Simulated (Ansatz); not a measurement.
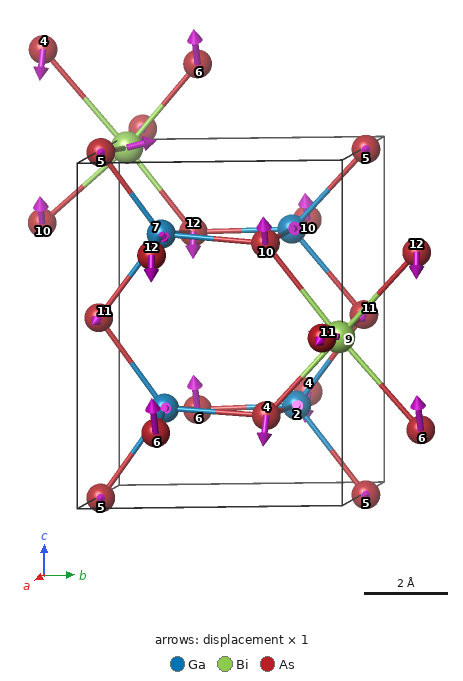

This is a relaxation of a crystal of Ga2BiAs3 (built on the Li2HfO3-12 type type). The starting structure is drawn; purple arrows show the displacements (the part carried along by the change of the cell is left out), at their true length.

Style: ball-and-stick. Shown: the cell of the calculation, reduced to other axes, slightly off an axis. Lengths and directions refer to the drawn axes.

Case: shaken.

Theory: DFT, PBEsol, plane waves, PAW in Ansatz 0.2.0. (plane-wave cutoff 420 eV; k-point mesh 4 × 4 × 2; occupations fermi dirac; smearing width 0.05 eV; no spin polarisation; cell and atoms relaxed; force threshold 0.01 eV/Å; at most 120 steps)

### What did the optimiser do to the structure, and how much energy did it gain?

The energy falls by 130 meV per atom in 13 accepted moves (17 points after the start). The largest force component goes from 1.1 to 0.0096 eV/Å. The pressure goes from 1.84 to 0.01 GPa. The line search rejected the trial steps at points 6, 11 of the run. At 2 points the geometry stayed and the basis and grid were re-selected for the new cell (energy shift of 0.5 meV per atom at most each time). The largest move relative to the cell is that of an As atom, 0.99 Å along [1 0 2]. By element the largest moves are As 0.99 Å, Bi 0.81 Å, Ga 0.41 Å. The drawn cell changes as follows: a 5.556 → 6.192 Å (+11.5 %), b 6.640 → 6.334 Å (−4.6 %), c 8.454 → 8.217 Å (−2.8 %), α 90.7° → 90.0°, γ 114.2° → 119.3°; the volume changes by −1.1 %. Some distances before and after: As–As 4.365 → 2.694 Å, As–As 4.255 → 2.694 Å, As–Ga 2.720 → 3.835 Å, As–Ga 2.806 → 3.836 Å. Bonds break: As–Ga (2.72 → 3.84 Å), As–Ga (2.81 → 3.84 Å). Bond angles that change, for instance: Ga–As–Bi 133.3° → 85.4°, Ga–As–Bi 132.1° → 85.3°, As–Bi–As 177.1° → 130.4°. The space group (tolerance 0.01 Å) goes from P1 (No. 1) to Ama2 (No. 40). Cost: 2.7 min on 1 × NVIDIA H100 80GB HBM3 with 2 threads of AMD EPYC 7R13 Processor (Zen 3), on a shared host, peak memory 1.4 GiB.

Limits of the set-up: the k-point mesh is coarse for a cell with partly filled bands.
